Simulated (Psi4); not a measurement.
# InH2F (SMILES [H][In]([H])[F]): CCSD/def2-SVPD (core potential)

What is the vertical singlet–triplet gap of InH2F at CCSD/def2-SVPD (core potential)? 

The results are computed with Psi4 1.11.

7 further runs of the same task are left out: 5 that didn't finish, 2 set aside as unsound or not needed.

## 1. Starting point

InH2F: 4 atoms, total charge 0, spin state singlet. As SMILES, `[H][In]([H])[F]`. Geometry: a GFN2-xTB relaxation, a rough one for these elements and not checked as a minimum.

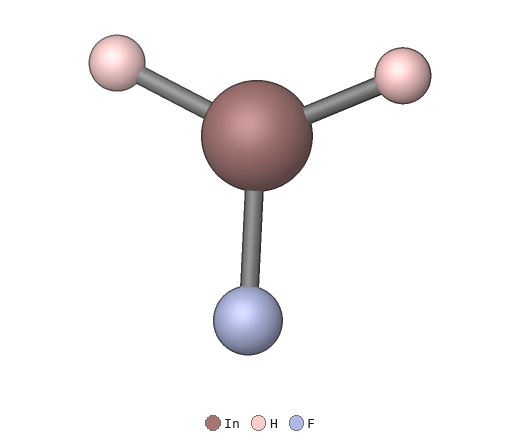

The structure, seen from a chosen angle (indium brown, hydrogen pink, fluorine light blue).

## 2. The energy at CCSD/def2-SVPD (core potential)

Input file calc.py:

```python
import psi4

psi4.set_memory('1600 MB')
psi4.set_num_threads(1)
psi4.core.set_output_file('fh2in.out', False)

geom = psi4.geometry("""
0 1
In
H 1 1.692897
H 1 1.691399 2 131.09329
F 1 1.945759 3 114.52878 2 -179.96108
units angstrom
symmetry c1
""")

options = {'basis': 'def2-SVPD', 'puream': True, 'e_convergence': 1e-09, 'd_convergence': 1e-08, 'scf_type': 'pk', 'num_frozen_docc': 5}
psi4.set_options(options)

energy_value = psi4.energy("ccsd", molecule=geom)
print('E =', round(energy_value, 9))
for k, v in sorted(psi4.core.scalar_variables().items()):
    print(f'{k:45s} {v:18.10f}')
```

The run is started by

```bash
$ python calc.py
```

fh2in.out:

```text
[...]
    !!!  WARNING: ECP capability is in beta. Please check occupations closely.  !!!
[...]
  Running in c1 symmetry.
[...]
  Nuclear repulsion =   67.818380701333382
[...]
  Multiplicity = 1
[...]
  Nalpha       = 16
  Nbeta        = 16
[...]
    Number of basis functions: 71
[...]
   @RHF iter   1:  -289.65847843613943   -1.39553e+00   6.54006e-03 ADIIS/DIIS
[...]
   @RHF iter  10:  -289.73807166346893   -9.72022e-12   5.86825e-09 DIIS
[...]
    Orbital Energies [Eh]
    ---------------------
    Doubly Occupied:
       1A    -26.207720     2A     -5.411728     3A     -3.673947
       4A     -3.665029     5A     -3.663987     6A     -1.453685
       7A     -1.061060     8A     -1.056841     9A     -1.053234
      10A     -1.051927    11A     -1.048111    12A     -0.617307
      13A     -0.571770    14A     -0.565008    15A     -0.509282
      16A     -0.433133
[...]
  @RHF Final Energy:  -289.73807166346893
   => Energetics <=
    Nuclear Repulsion Energy =             67.8183807013333819
    One-Electron Energy =                -611.0253667974927794
    Two-Electron Energy =                 253.4689144326905250
    Total Energy =                       -289.7380716634688724
[...]
 Multipole Moments:
 ------------------------------------------------------------------------------------
     Multipole            Electronic (a.u.)      Nuclear  (a.u.)        Total (a.u.)
 ------------------------------------------------------------------------------------
 L = 1.  Multiply by 2.5417464519 to convert [e a0] to [Debye]
 Dipole X            :         -0.0115671            0.0102868           -0.0012803
 Dipole Y            :         14.4312096          -13.3245018            1.1067078
 Dipole Z            :          6.5314863           -6.0329968            0.4984895
 Magnitude           :                                                    1.2137939
[...]
      * MP2 total energy                      = -290.042098693137802
[...]
      * CCSD total energy                     = -290.058605068014515
```

On the terminal:

```text
E = -290.058605068
CC D1 DIAGNOSTIC                                    0.0401236278
CC D2 DIAGNOSTIC                                    0.1598460955
CC NEW D1 DIAGNOSTIC                                0.0401236278
CC T1 DIAGNOSTIC                                    0.0142843657
CCSD CORRELATION ENERGY                            -0.3205334045
CCSD DOUBLES ENERGY                                -0.3205334045
CCSD ITERATIONS                                    18.0000000000
CCSD OPPOSITE-SPIN CORRELATION ENERGY              -0.2506158141
CCSD SAME-SPIN CORRELATION ENERGY                  -0.0699175904
CCSD SINGLES ENERGY                                 0.0000000000
CCSD TOTAL ENERGY                                -290.0586050680
CURRENT CORRELATION ENERGY                         -0.3205334045
CURRENT ENERGY                                   -290.0586050680
CURRENT REFERENCE ENERGY                         -289.7380716635
DD SOLVATION ENERGY                                 0.0000000000
HF KINETIC ENERGY                                 173.8587598465
HF POTENTIAL ENERGY                              -463.5968315100
HF TOTAL ENERGY                                  -289.7380716635
HF VIRIAL RATIO                                     2.6665140826
MP2 CORRELATION ENERGY                             -0.3040270297
MP2 DOUBLES ENERGY                                 -0.3040270297
MP2 OPPOSITE-SPIN CORRELATION ENERGY               -0.2268515755
MP2 SAME-SPIN CORRELATION ENERGY                   -0.0771754542
MP2 SINGLES ENERGY                                 -0.0000000000
MP2 TOTAL ENERGY                                 -290.0420986931
NUCLEAR REPULSION ENERGY                           67.8183807013
ONE-ELECTRON ENERGY                              -611.0253667975
PCM POLARIZATION ENERGY                             0.0000000000
PE ENERGY                                           0.0000000000
SCF ITERATION ENERGY                             -289.7380716635
SCF ITERATIONS                                     10.0000000000
SCF TOTAL ENERGY                                 -289.7380716635
TWO-ELECTRON ENERGY                               253.4689144327
```

It took 7.8 s on 1 thread of AMD EPYC 9R45 (Zen 5), shared host; peak memory 0.37 GiB.

## 3. The triplet, same level

Input file fh2in.xyz:

```xyz
4
FH2In
In     0.069180     0.117330    -0.000190
H      1.751200    -0.073770     0.013580
H     -0.891440     1.509340    -0.018860
F     -0.928940    -1.552910     0.005460
```

Input file run.py:

```python
import numpy as np
from ase.calculators.psi4 import Psi4
from ase.io import read

atoms = read('fh2in.xyz')
calc = Psi4(atoms=atoms, method='ccsd', basis='def2-SVPD', memory='1600MB', num_threads=1, charge=0, multiplicity=3, label='calc', reference='uhf')
calc.psi4.set_options({'puream': True, 'e_convergence': 1e-09, 'd_convergence': 1e-08, 'scf_type': 'pk', 'num_frozen_docc': 5, 'maxiter': 100, 'soscf': True, 'soscf_start_convergence': 0.001})
atoms.calc = calc

print(f'energy: {atoms.get_potential_energy():.6f} eV')
```

The run is started by

```bash
$ python run.py
```

calc.dat:

```text
[...]
    !!!  WARNING: ECP capability is in beta. Please check occupations closely.  !!!
[...]
  Running in c1 symmetry.
[...]
  Nuclear repulsion =   67.818386914689327
[...]
  Multiplicity = 3
[...]
  Nalpha       = 17
  Nbeta        = 15
[...]
    Number of basis functions: 71
[...]
   @UHF iter   1:  -289.43358105599253   -1.18218e+00   6.80425e-03 ADIIS/DIIS
[...]
   @UHF iter  34:  -289.53854135423012   -3.63798e-12   6.46332e-09 SOSCF, nmicro=conv
[...]
   @S^2 Observed:                2.033216585E+00
[...]
    Orbital Energies [Eh]
    ---------------------
    Alpha Occupied:
       1A    -26.213597     2A     -5.433489     3A     -3.696462
       4A     -3.686907     5A     -3.685107     6A     -1.458179
       7A     -1.095406     8A     -1.083350     9A     -1.075416
      10A     -1.067256    11A     -1.064761    12A     -0.710862
      13A     -0.597250    14A     -0.578659    15A     -0.568874
      16A     -0.529257    17A     -0.212293
    Alpha Virtual:
      18A      0.019420    19A      0.047530    20A      0.061256
      21A      0.099003    22A      0.110235    23A      0.121569
      24A      0.124650    25A      0.133728    26A      0.167819
[...]
  @UHF Final Energy:  -289.53854135423012
   => Energetics <=
    Nuclear Repulsion Energy =             67.8183869146893272
    One-Electron Energy =                -610.2602469388745021
    Two-Electron Energy =                 252.9033186699550413
    Total Energy =                       -289.5385413542301194
  UHF NO Occupations:
  HONO-2 :   15  A 1.9845822
  HONO-1 :   16  A 1.0000000
[...]
 Multipole Moments:
 ------------------------------------------------------------------------------------
     Multipole            Electronic (a.u.)      Nuclear  (a.u.)        Total (a.u.)
 ------------------------------------------------------------------------------------
 L = 1.  Multiply by 2.5417464519 to convert [e a0] to [Debye]
 Dipole X            :          8.6590701           -7.4990949            1.1599752
 Dipole Y            :         13.5535026          -12.5579183            0.9955844
 Dipole Z            :         -0.0585569            0.0412730           -0.0172840
 Magnitude           :                                                    1.5287346
[...]
      * MP2 total energy                      = -289.837811523984101
[...]
      * CCSD total energy                     = -289.858555732934576
```

The script printed:

```text
energy: -7887.453053 eV
```

Run time: 29 s. Hardware: 1 thread of AMD EPYC 9R45 (Zen 5), shared host; peak memory 0.39 GiB.

## 4. Outcome

Level: CCSD/def2-SVPD (core potential), 5 core orbitals frozen.

```
                                                           quantity          value
                                              singlet: total energy  -290.05861 Eh
                       singlet: HOMO energy (Hartree–Fock orbitals)      -11.79 eV
                       singlet: LUMO energy (Hartree–Fock orbitals)        0.59 eV
                     singlet: HOMO–LUMO gap (Hartree–Fock orbitals)       12.37 eV
               singlet: correlation energy (5 core orbitals frozen)     -320.5 mEh
                                             singlet: T1 diagnostic          0.014
                                              triplet: total energy  -289.85856 Eh
triplet: HOMO energy (Hartree–Fock orbitals) (highest over α and β)       -5.78 eV
 triplet: LUMO energy (Hartree–Fock orbitals) (lowest over α and β)       -3.89 eV
               triplet: correlation energy (5 core orbitals frozen)     -320.0 mEh
                         triplet: ⟨S²⟩ of the reference determinant          2.033
                                             triplet: T1 diagnostic          0.059
                   vertical energy of the triplet above the singlet       5.444 eV
```

What this shows: At this shape the triplet lies 5.44 eV (525 kJ/mol) above the singlet. The T1 diagnostic (triplet) of 0.059 is above the customary mark for such species, so a single reference may not serve.
